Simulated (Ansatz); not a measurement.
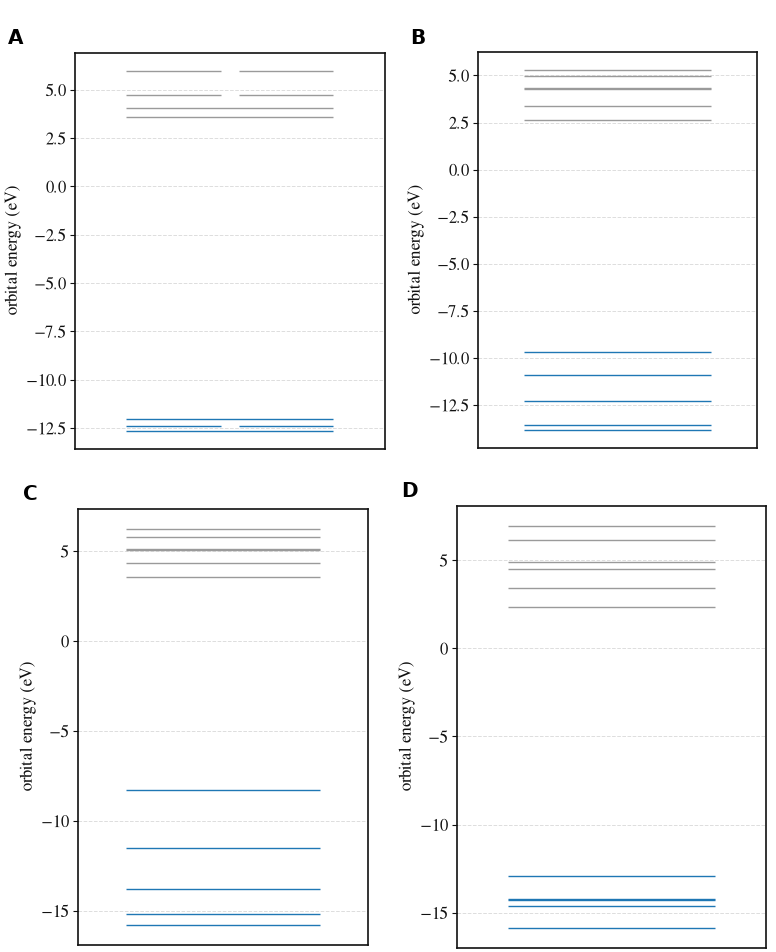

Hartree-Fock orbital energies near the frontier, HF/def2-TZVPP with the Ansatz code, at a PBE0-D4/def2-TZVP geometry (a minimum by its frequencies), isolated molecule; empty levels in grey, levels within 0.03 eV side by side.

Question: Pair each panel with its molecule.
1. C₂H₃Cl₃, SMILES CC(Cl)(Cl)Cl
2. C₂H₆N₂ (enamine tautomer), SMILES C=C(N)N
3. C₂H₅ClSi, SMILES Cl[C@@H]1C[SiH2]1
4. CH₃FO₂Si, SMILES FC1O[SiH2]O1

Answer: A: 1 (HOMO −12.05 eV, LUMO 3.58 eV)
B: 3 (HOMO −9.66 eV, LUMO 2.65 eV)
C: 2 (HOMO −8.26 eV, LUMO 3.56 eV)
D: 4 (HOMO −12.94 eV, LUMO 2.32 eV)

Limits of at least one run: empty levels above zero depend strongly on the basis.
